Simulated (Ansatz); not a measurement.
```sh
ansatz run in.yaml --threads 2 --pin off --events-out ev --progress --plain --max-ram 4352MiB
```

```yaml
crystal:
  periodic: [false, false, false]
  atoms:
    - {symbol: B, position_ang: [-1.126478, 0.792549, -1.098097]}
    - {symbol: Si, position_ang: [0.040138, 0.461856, 0.449972]}
    - {symbol: B, position_ang: [1.092995, -1.176117, 0.724579]}
    - {symbol: H, position_ang: [-1.220137, -0.043821, -1.946381]}
    - {symbol: H, position_ang: [-1.743694, 1.808771, -1.212758]}
    - {symbol: H, position_ang: [0.132711, 1.526831, 1.487522]}
    - {symbol: H, position_ang: [1.786018, -1.322541, 1.686394]}
    - {symbol: H, position_ang: [1.038445, -2.047526, -0.091229]}
basis:
  gaussian: {orbitals: def2-TZVPP}
magnetization: {spin_polarized: true, initial_magnetization: 1}
correlation: {method: ccsd_t}
scf: {omitted_lower_state_checks: [cluster_reference]}
```

Describe the molecule in this file.

It has 8 atoms: 2 boron, 5 hydrogen and 1 silicon (B2H5Si). The point group is C2v. It is an open-shell species. All atoms lie on one plane. Coordination: 2 B trigonal planar; 1 Si trigonal planar.

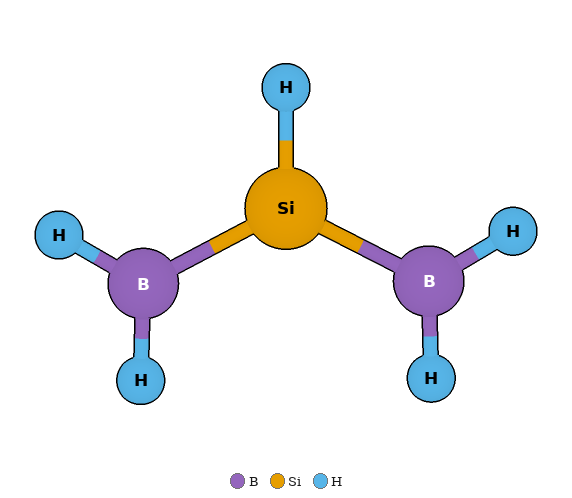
